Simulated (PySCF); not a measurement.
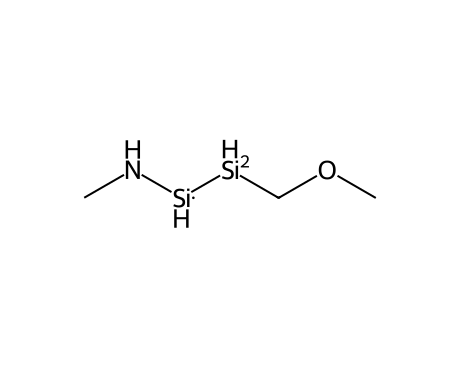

Charge 0, doublet. The geometry was computed by an optimisation with GFN2-xTB. No frequency run is at hand to confirm it as a minimum. Method: UKS B3LYP, pcH-1 on C H N O Si, non-relativistic (PySCF 2.14.0).

Predict the main results.

The species is C₃H₁₂NOSi₂ (`CN[SiH][SiH2]COC`).
- ⟨S²⟩ of the determinant: 0.753
- isotropic g value: 2.00304

The geometry is semi-empirical. Around Si such bond lengths and angles can be off by a tenth of an ångström or more and by several degrees, and values that hang on the shape move with them.
